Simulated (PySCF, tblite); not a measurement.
**C2H9BClSi2 radical, a small gas-phase stand-in for a defect centre (Si site with back bonds C, Cl, [BH][SiH3]): EPR parameters**

Aim: the EPR parameters of `[CH2][Si](C)(Cl)B[SiH3]`. It is drawn as: carbon radical.

Programs: tblite 0.8.0 and PySCF 2.14.0. All values are calculated, for the isolated system unless a continuum is named. Atoms count from 0, parts from 1.

## 1. The system as given

15 atoms, charge 0, multiplicity 2; geometry: distance geometry start.

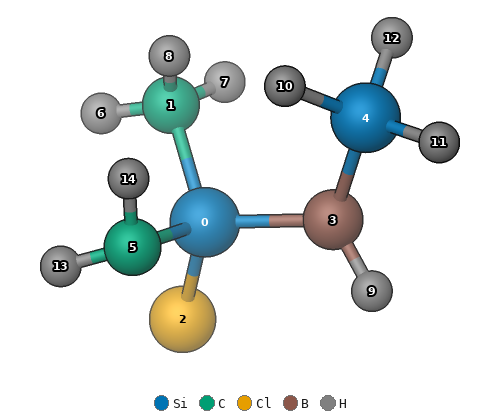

The starting geometry (silicon blue, carbon teal, chlorine amber, boron brown, hydrogen grey), atoms numbered.

## 2. Geometry optimisation with GFN2-xTB

What the job is given:

```
{"job": {"kind": "relax", "xc": "GFN2-xTB", "basis": "xTB"}, "charge": 0, "multiplicity": 2}
Si    -0.828024     0.356665    -0.690870
C     -1.436023     0.505598     1.088537
Cl    -2.051189     1.543657    -1.849075
B      1.051866     0.838992    -0.809860
Si     2.236959    -0.015532     0.455325
C     -0.903382    -1.439185    -1.216104
H     -2.523003     0.336991     1.066913
H     -1.145093     1.489428     1.483999
H     -0.921614    -0.269687     1.666991
H      1.468091     1.152482    -1.859098
H      1.777109    -1.392487     0.828272
H      3.591489    -0.182047    -0.065337
H      2.211816     0.783445     1.694291
H     -1.985111    -1.683742    -1.403985
H     -0.554499    -2.010113    -0.320170
```

With the program's defaults for keys left out, this is: GFN2-xTB geometry optimisation, gas phase.

Command:

```console
OMP_NUM_THREADS=1 python cluster_run.py task.json out
```

This one command runs all jobs of the session in turn.

Standard output:

```text
step      E/eV     max force
  0    -489.60041    2.655
  1    -489.78343    1.831
  2    -489.98628    1.102
  3    -490.10119    0.863
  4    -490.19299    0.989
  5    -490.22376    0.608
  6    -490.27003    0.528
  7    -490.28831    0.461
  8    -490.30329    0.303
  9    -490.31289    0.255
 10    -490.32274    0.254
 11    -490.33201    0.326
 12    -490.34081    0.327
 13    -490.34827    0.248
 14    -490.35541    0.228
 15    -490.36264    0.242
 16    -490.37294    0.315
 17    -490.38494    0.318
 18    -490.39565    0.302
 19    -490.40410    0.282
 20    -490.41141    0.205
 21    -490.41751    0.243
 22    -490.42357    0.244
 23    -490.42937    0.193
 24    -490.43428    0.178
 25    -490.43739    0.162
 26    -490.44010    0.135
 27    -490.44184    0.119
 28    -490.44415    0.101
 29    -490.44561    0.100
 30    -490.44783    0.129
 31    -490.44987    0.113
 32    -490.45189    0.108
 33    -490.45333    0.097
 34    -490.45446    0.084
 35    -490.45547    0.103
 36    -490.45641    0.104
 37    -490.45717    0.080
 38    -490.45791    0.075
 39    -490.45896    0.091
 40    -490.46059    0.137
 41    -490.46263    0.147
 42    -490.46460    0.133
 43    -490.46622    0.134
 44    -490.46769    0.108
 45    -490.46943    0.161
 46    -490.47117    0.180
 47    -490.47247    0.165
 48    -490.47401    0.079
 49    -490.47536    0.163
 50    -490.47685    0.207
 51    -490.47996    0.214
 52    -490.48337    0.207
 53    -490.48768    0.214
 54    -490.49249    0.190
 55    -490.49541    0.195
 56    -490.49779    0.420
 57    -490.50356    0.408
 58    -490.50914    0.264
 59    -490.53428    0.338
 60    -490.55889    0.543
 61    -490.57796    0.900
 62    -490.58907    1.488
 63    -490.64363    1.730
 64    -490.74000    2.748
 65    -490.84893    3.425
 66    -491.04882    2.671
 67    -491.28424    1.744
 68    -491.37786    1.602
 69    -491.48410    1.006
 70    -491.53739    0.566
 71    -491.58358    0.575
 72    -491.64254    0.401
 73    -491.65735    0.328
 74    -491.68009    0.285
 75    -491.69235    0.326
 76    -491.70232    0.372
 77    -491.71043    0.290
 78    -491.71726    0.145
 79    -491.72039    0.153
 80    -491.72304    0.144
 81    -491.72508    0.117
 82    -491.72708    0.084
 83    -491.72853    0.085
 84    -491.72958    0.098
 85    -491.73032    0.088
 86    -491.73088    0.067
 87    -491.73137    0.066
 88    -491.73190    0.069
 89    -491.73249    0.070
 90    -491.73307    0.091
 91    -491.73360    0.094
 92    -491.73412    0.078
 93    -491.73470    0.064
 94    -491.73523    0.054
 95    -491.73563    0.043
 96    -491.73593    0.046
 97    -491.73627    0.055
 98    -491.73672    0.066
 99    -491.73730    0.073
100    -491.73793    0.069
101    -491.73849    0.055
102    -491.73893    0.040
103    -491.73928    0.047
104    -491.73957    0.047
105    -491.73985    0.039
106    -491.74016    0.041
107    -491.74045    0.036
108    -491.74071    0.041
109    -491.74094    0.044
110    -491.74120    0.049
111    -491.74154    0.060
112    -491.74194    0.066
113    -491.74227    0.053
114    -491.74249    0.027
115    -491.74264    0.029
116    -491.74282    0.034
117    -491.74305    0.050
118    -491.74331    0.049
119    -491.74362    0.042
120    -491.74401    0.050
121    -491.74452    0.058
122    -491.74510    0.070
123    -491.74561    0.060
124    -491.74599    0.051
125    -491.74628    0.052
126    -491.74656    0.065
127    -491.74694    0.071
128    -491.74747    0.061
129    -491.74806    0.065
130    -491.74861    0.061
131    -491.74910    0.060
132    -491.74951    0.120
133    -491.75018    0.061
134    -491.75114    0.076
135    -491.75197    0.114
136    -491.75280    0.140
137    -491.75405    0.131
138    -491.75568    0.128
139    -491.75738    0.127
140    -491.75771    0.169
141    -491.76008    0.087
142    -491.76090    0.053
143    -491.76178    0.044
144    -491.76221    0.047
145    -491.76269    0.042
146    -491.76290    0.031
147    -491.76305    0.029
148    -491.76321    0.038
149    -491.76339    0.054
150    -491.76356    0.048
151    -491.76367    0.031
152    -491.76375    0.026
153    -491.76382    0.026
154    -491.76389    0.033
155    -491.76396    0.026
156    -491.76402    0.021
157    -491.76407    0.020
158    -491.76413    0.020
159    -491.76420    0.024
160    -491.76427    0.029
161    -491.76434    0.030
162    -491.76442    0.024
163    -491.76451    0.032
164    -491.76460    0.033
165    -491.76466    0.023
166    -491.76471    0.019
167    -491.76474    0.016
168    -491.76478    0.020
169    -491.76483    0.024
170    -491.76489    0.021
171    -491.76496    0.020
172    -491.76505    0.022
173    -491.76516    0.029
174    -491.76529    0.030
175    -491.76541    0.031
176    -491.76553    0.031
177    -491.76566    0.028
178    -491.76581    0.037
179    -491.76596    0.038
180    -491.76608    0.036
181    -491.76617    0.024
182    -491.76625    0.018
183    -491.76630    0.016
184    -491.76633    0.016
185    -491.76636    0.015
186    -491.76638    0.015
187    -491.76641    0.015
188    -491.76643    0.012
189    -491.76646    0.014
190    -491.76648    0.012
191    -491.76649    0.011
192    -491.76650    0.006
```

Run time: 6.5 s. Hardware: 1 thread of Intel Xeon 6975P-C, shared host.

The steps of the relaxation:

```csv
step,energy from step 0 (eV),largest force (eV/Å)
0,0.0000,2.6555
8,-0.7029,0.3023
16,-0.7725,0.3146
24,-0.8339,0.1781
32,-0.8515,0.1077
40,-0.8602,0.1371
48,-0.8736,0.0787
56,-0.8974,0.4200
64,-1.1396,2.7483
72,-2.0421,0.4011
80,-2.1226,0.1438
88,-2.1315,0.0694
96,-2.1355,0.0462
104,-2.1392,0.0470
112,-2.1415,0.0662
120,-2.1436,0.0494
128,-2.1471,0.0612
136,-2.1524,0.1399
144,-2.1618,0.0469
152,-2.1633,0.0262
160,-2.1639,0.0291
168,-2.1644,0.0194
176,-2.1651,0.0304
184,-2.1659,0.0168
192,-2.1661,0.0062
```

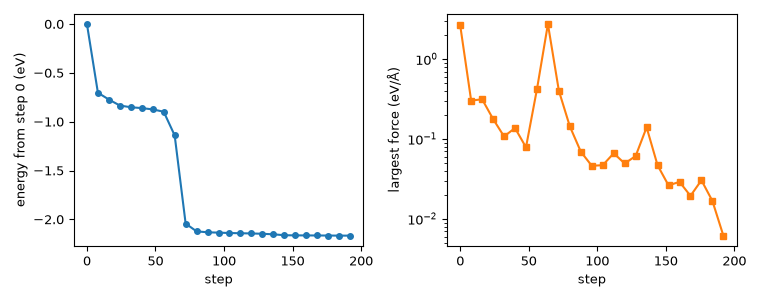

Energy and force, step by step.

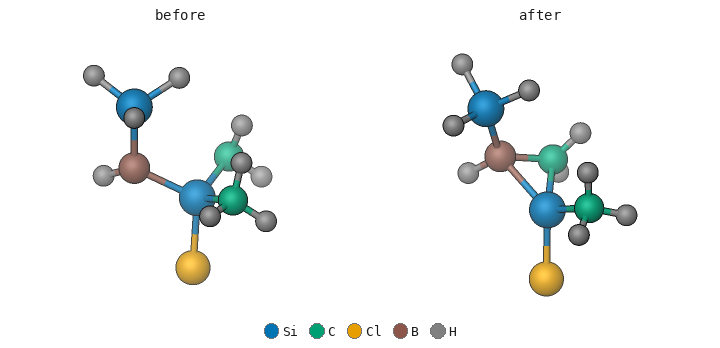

The geometry before (left) and after (right).

Distances of close pairs at the start and the end, largest changes first:

```csv
bond,before (Å),after (Å),change (Å)
B3–C5,3.030,1.581,-1.449
Si0–B3,1.944,2.085,+0.140
Si0–C5,1.873,1.920,+0.048
C5–H13,1.125,1.084,-0.041
B3–Si4,1.933,1.969,+0.036
C5–H14,1.118,1.084,-0.034
Si4–H10,1.499,1.479,-0.019
Si0–C1,1.886,1.901,+0.015
```

Bonds that formed: B3–C5.

## 3. Optimising the geometry at PBE0-D3(BJ)/def2-SVP

What the job is given:

```
{"job": {"xc": "PBE0", "basis": "def2-SVP", "d3": "d3bj", "grid": 2, "kind": "geom", "shake": 0.01}, "charge": 0, "multiplicity": 2}
Si    -0.967412     0.596890    -0.412499
C     -1.661520     0.547412     1.359845
Cl    -2.288313     1.730067    -1.571712
B      0.897030    -0.010423    -1.137334
Si     2.165627    -0.197902     0.319134
C     -0.369104    -0.996889    -1.233113
H     -2.589370     0.010409     1.404905
H     -1.814056     1.551080     1.758735
H     -0.952204     0.051999     2.032583
H      1.162422     0.557387    -2.113206
H      1.659148    -0.931759     1.519295
H      3.388363    -0.928114    -0.060795
H      2.644702     1.085020     0.884121
H     -0.832693    -1.234876    -2.180965
H     -0.453544    -1.855674    -0.554321
```

Standard output:

```text
step   0  E = -1144.73695578  max force = 0.033079
step   1  E = -1144.74614377  max force = 0.011954
step   2  E = -1144.74694563  max force = 0.004027
step   3  E = -1144.74708743  max force = 0.000739
step   4  E = -1144.74715750  max force = 0.001053
step   5  E = -1144.74719851  max force = 0.001174
step   6  E = -1144.74721931  max force = 0.000624
step   7  E = -1144.74723402  max force = 0.000540
step   8  E = -1144.74724571  max force = 0.000599
step   9  E = -1144.74725441  max force = 0.000422
optimisation converged
```

Run time: 2.1 min. Hardware: 1 thread of Intel Xeon 6975P-C, shared host; peak memory 0.77 GiB.

Relaxation path:

```csv
step,energy from step 0 (eV),largest force component (eV/Å)
0,0.0000,1.7010
1,-0.2500,0.6147
2,-0.2718,0.2071
3,-0.2757,0.0380
4,-0.2776,0.0541
5,-0.2787,0.0604
6,-0.2793,0.0321
7,-0.2797,0.0278
8,-0.2800,0.0308
9,-0.2802,0.0217
```

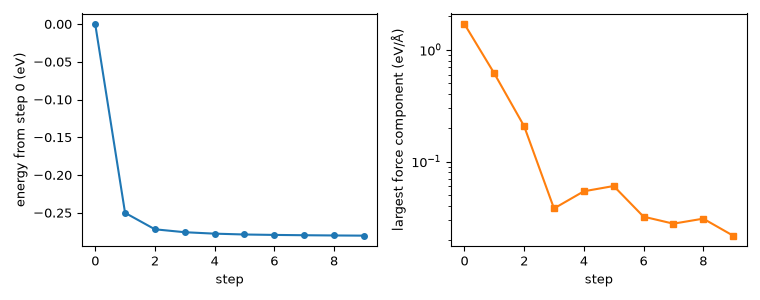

Energy and force, step by step.

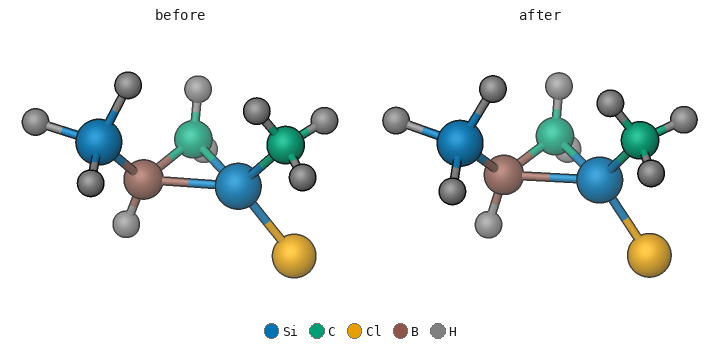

Before and after, at one scale.

Distances of close pairs at the start and the end, largest changes first:

```csv
bond,before (Å),after (Å),change (Å)
B3–Si4,1.941,2.017,+0.076
B3–H9,1.160,1.213,+0.053
Si0–C1,1.904,1.856,-0.048
Si0–B3,2.091,2.138,+0.047
B3–C5,1.608,1.573,-0.035
Si0–Cl2,2.091,2.058,-0.033
Si4–H11,1.474,1.504,+0.030
C1–H6,1.073,1.102,+0.029
```

The end geometry stands in the next job.

```csv
at the end point,value
point group (found at 0.08 Å tolerance),C1
"rotational constants (GHz, main isotopes)","3.009, 0.986, 0.890"
dipole moment (D),2.77
⟨S²⟩,0.754
```

## 4. g tensor and hyperfine couplings: B3LYP/IGLO-III+pcH-1

What the job is given:

```
{"job": {"kind": "epr"}, "charge": 0, "multiplicity": 2}
Si    -1.021326     0.503437    -0.377598
C     -1.552407     0.488216     1.401148
Cl    -2.174718     1.782273    -1.504228
B      0.844528    -0.122302    -1.212168
Si     2.136842    -0.121120     0.336290
C     -0.429045    -1.044902    -1.256335
H     -2.566581     0.065261     1.484243
H     -1.568845     1.508767     1.810852
H     -0.857812    -0.125058     1.993467
H      1.087383     0.577590    -2.172084
H      1.569163    -0.776925     1.565673
H      3.372502    -0.900742    -0.018831
H      2.586359     1.248578     0.744496
H     -0.931123    -1.218695    -2.216702
H     -0.495498    -1.896719    -0.563214
```

With the program's defaults for keys left out, this is: UKS B3LYP, IGLO-III on B C Cl Si, pcH-1 on H, non-relativistic, mean-field spin-orbit, GIAO.

Standard output:

```text
UKS, coarse grid
  cycle   1  E = -1145.70699127  |g| = 4.25e-01
  cycle   2  E = -1145.64998464  |g| = 5.19e-01
  cycle   3  E = -1145.79404712  |g| = 7.09e-02
  cycle   4  E = -1145.79626049  |g| = 3.79e-02
  cycle   5  E = -1145.79700127  |g| = 6.71e-03
  cycle   6  E = -1145.79702684  |g| = 2.98e-03
  cycle   7  E = -1145.79703169  |g| = 6.94e-04
UKS, final grid
  cycle   1  E = -1145.79701162  |g| = 6.64e-04
  cycle   2  E = -1145.79701149  |g| = 8.69e-04
  cycle   3  E = -1145.79701193  |g| = 9.56e-05
  cycle   4  E = -1145.79701193  |g| = 4.29e-05
  cycle   5  E = -1145.79701193  |g| = 1.44e-05
E = -1145.79701193 Eh   <S^2> = 0.7533 (exact 0.7500)
g shifts (ppm)      1          2          3
  rmc          -146       -146       -146
  gc              7         38         -0
  oz_so         179       3966      10459
  total          40       3858      10312
hyperfine (MHz)  atom isotope    a_iso     a_fc   dipolar eigenvalues
    0  29Si    -167.57    -168.22   -132.21     65.76     66.45
    1   13C       3.45       3.41     -1.88     -1.31      3.19
    2  35Cl       9.26       9.08    -13.64    -11.73     25.36
    3   11B      21.57      21.54    -14.62    -13.77     28.39
    4  29Si     -13.82     -13.82     -6.18      1.48      4.69
    5   13C      17.63      17.56    -10.46     -9.62     20.08
    6    1H      40.49      40.49     -2.49     -0.53      3.02
    7    1H      11.97      11.96     -2.79     -2.18      4.97
    8    1H      -0.19      -0.20     -2.58     -1.91      4.49
    9    1H     -11.41     -11.42     -9.50      2.06      7.45
   10    1H      -1.94      -1.94     -2.27     -0.91      3.18
   11    1H      77.22      77.22     -1.89     -0.29      2.18
   12    1H       3.85       3.85     -2.45     -0.86      3.31
   13    1H      13.81      13.79     -5.86     -0.30      6.16
   14    1H      44.53      44.51     -5.77     -0.02      5.79
```

Run time: 69 s. Hardware: 1 thread of Intel Xeon 6975P-C, shared host; peak memory 1.4 GiB.

Principal g values 2.00236, 2.00618, 2.01263; g(iso) = 2.00706, against 2.00232 for a free electron.

Hyperfine couplings, nucleus by nucleus at this fixed geometry (no averaging over rotations):

```csv
nuclei,isotope,a(iso) (MHz),"a(iso) (G, at g = 2.0023)",largest dipolar term (MHz)
Si0,29Si,-167.6,-59.8,-132.2
H11,1H,77.2,27.6,2.2
H14,1H,44.5,15.9,5.8
H6,1H,40.5,14.4,3.0
B3,11B,21.6,7.7,28.4
C5,13C,17.6,6.3,20.1
Si4,29Si,-13.8,-4.9,-6.2
H13,1H,13.8,4.9,6.2
H7,1H,12.0,4.3,5.0
H9,1H,-11.4,-4.1,-9.5
Cl2,35Cl,9.3,3.3,25.4
H12,1H,3.8,1.4,3.3
C1,13C,3.4,1.2,3.2
H10,1H,-1.9,-0.7,3.2
```

Mulliken spin populations:

Si0 0.61; C1 -0.01; Cl2 0.05; B3 0.23; Si4 0.01; C5 0.04; H6 0.02; H7 0.00; H8 0.00; H9 -0.01; H10 0.00; H11 0.04; H12 0.00; H13 0.01; H14 0.02

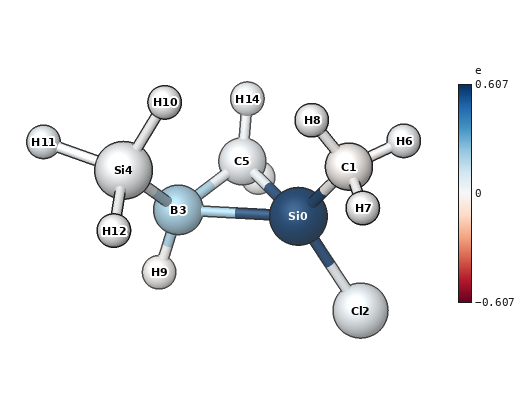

Mulliken spin populations, as colours on the atoms.

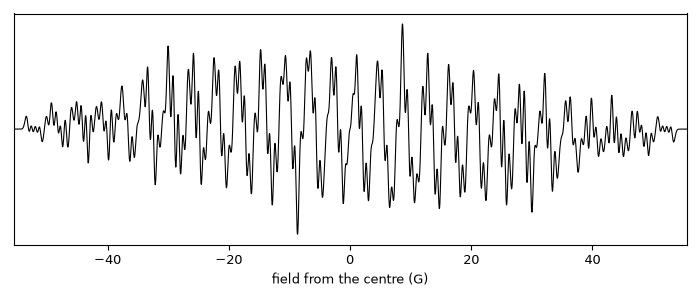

First-order isotropic spectrum (first derivative, main isotopes with spin only, couplings over 0.8 MHz, Gaussian width 0.3 G; couplings of the frozen geometry, rotation of groups not averaged beyond the rows shown).

## 5. g tensor and hyperfine couplings: BHandHLYP/IGLO-III+pcH-1

The job, as its differences from that of step 4:

```diff
@@ -1,2 +1,2 @@
-{"job": {"kind": "epr"}, "charge": 0, "multiplicity": 2}
+{"job": {"kind": "epr", "xc": "BHandHLYP"}, "charge": 0, "multiplicity": 2}
 Si    -1.021326     0.503437    -0.377598
```

Level: UKS BHandHLYP, IGLO-III on B C Cl Si, pcH-1 on H, non-relativistic, mean-field spin-orbit, GIAO.

Standard output:

```text
UKS, coarse grid
  cycle   1  E = -1145.59618948  |g| = 3.17e-01
  cycle   2  E = -1145.62239237  |g| = 2.50e-01
  cycle   3  E = -1145.65348977  |g| = 4.06e-02
  cycle   4  E = -1145.65451739  |g| = 1.50e-02
  cycle   5  E = -1145.65467754  |g| = 5.18e-03
  cycle   6  E = -1145.65470927  |g| = 1.73e-03
  cycle   7  E = -1145.65471584  |g| = 9.12e-04
UKS, final grid
  cycle   1  E = -1145.65470301  |g| = 6.76e-04
  cycle   2  E = -1145.65470331  |g| = 6.06e-04
  cycle   3  E = -1145.65470353  |g| = 1.32e-04
  cycle   4  E = -1145.65470359  |g| = 7.76e-05
  cycle   5  E = -1145.65470360  |g| = 1.37e-05
E = -1145.65470360 Eh   <S^2> = 0.7554 (exact 0.7500)
g shifts (ppm)      1          2          3
  rmc          -145       -145       -145
  gc              7         39          0
  oz_so         162       3421       9483
  total          24       3314       9338
hyperfine (MHz)  atom isotope    a_iso     a_fc   dipolar eigenvalues
    0  29Si    -191.91    -192.59   -137.19     67.75     69.44
    1   13C       4.44       4.40     -1.91     -1.31      3.22
    2  35Cl      11.95      11.81    -12.97    -10.75     23.73
    3   11B      18.81      18.79    -14.24    -12.98     27.22
    4  29Si     -12.07     -12.07     -6.49      0.72      5.77
    5   13C      21.39      21.32    -10.17     -9.35     19.51
    6    1H      41.36      41.36     -2.49     -0.48      2.98
    7    1H      11.12      11.11     -2.91     -2.26      5.16
    8    1H      -0.05      -0.06     -2.69     -2.02      4.71
    9    1H     -11.36     -11.38     -9.50      2.14      7.36
   10    1H      -2.50      -2.51     -2.28     -0.97      3.26
   11    1H      72.20      72.20     -1.77     -0.30      2.07
   12    1H       2.55       2.55     -2.48     -0.90      3.38
   13    1H      15.09      15.07     -5.77     -0.18      5.95
   14    1H      44.20      44.18     -5.68      0.23      5.45
```

Wall time 70 s (1 thread of Intel Xeon 6975P-C, shared host); peak memory 1.4 GiB.

In short: g(iso) 2.00654.

## 6. Comparing the runs: EPR parameters

g, ⟨S²⟩ and isotropic hyperfine couplings (MHz), with basis size and wall time:

```csv
run,g(iso),⟨S²⟩,29Si Si0,1H H11,1H H14,1H H6,11B B3,functions,time
B3LYP/IGLO-III+pcH-1,2.00706,0.753,-167.6,77.2,44.5,40.5,21.6,327,69 s
BHandHLYP/IGLO-III+pcH-1,2.00654,0.755,-191.9,72.2,44.2,41.4,18.8,327,70 s
```

## 7. Results

| quantity | value |
| --- | --- |
| point group | C1 |
| rotational constants (main isotopes) | 3.01, 0.99, 0.89 GHz |
| g(iso) (B3LYP) | 2.00706 |
| ⟨S²⟩ | 0.753 (exact 0.75) |
| largest a(iso) | 29Si on Si0, -167.6 MHz |

New bonds formed on relaxing, so the results belong to the rearranged structure. The start of the PBE0/def2-SVP relaxation was shaken at random by about 0.01 Å, so part of the energy gained, and of the first lengths quoted, undoes that. Relaxing lowered the energy by 0.280 eV in 9 steps; the close pair that moved most is B3–Si4, from 1.941 to 2.017 Å (PBE0/def2-SVP). Si0 carries the largest spin population, 0.61 e. The isotropic g lies 4.7 ppt above the free-electron value. The coupling of 29Si on Si0 runs from -191.9 (BHandHLYP/IGLO-III+pcH-1) to -167.6 MHz (B3LYP/IGLO-III+pcH-1). A capped cluster stands for the solid here, so long-range fields and strain are missing, and bands or shifts of the capping hydrogens have no counterpart in it.
